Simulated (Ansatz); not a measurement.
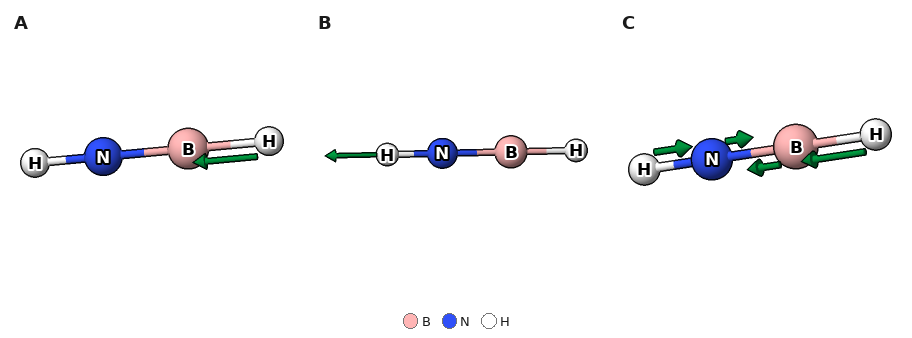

3 normal modes of one molecule or complex, as arrows. Harmonic vibrations computed with RKS PBE0-D4/def2-TZVP (Ansatz 0.2.0) at a stationary point of the same level.

Match the panels to the wavenumbers 1860 cm⁻¹, 2888 cm⁻¹, 3895 cm⁻¹.

Answer. A: 2888 cm⁻¹, B–H stretching
B: 3895 cm⁻¹, N–H stretching
C: 1860 cm⁻¹, B–N stretching
